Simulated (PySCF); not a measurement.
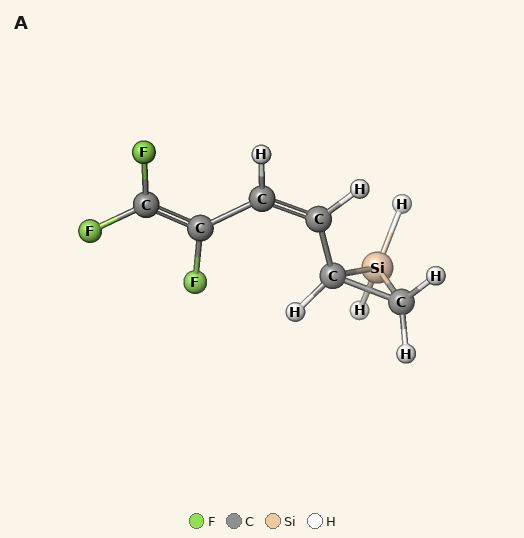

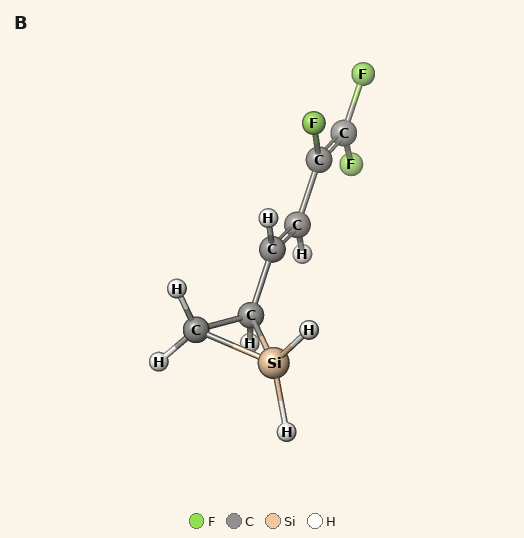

Atoms fade into the background with distance from the viewer. The geometry was computed by an optimisation with PBE0-D3(BJ)/def2-SVP. No frequency run is at hand to confirm it as a minimum.

> Are A and B the same structure? If not, how do they differ?

No. They are diastereomers: A is FC(F)=C(F)/C=C\[C@@H]1C[SiH2]1, B is FC(F)=C(F)/C=C/[C@@H]1C[SiH2]1
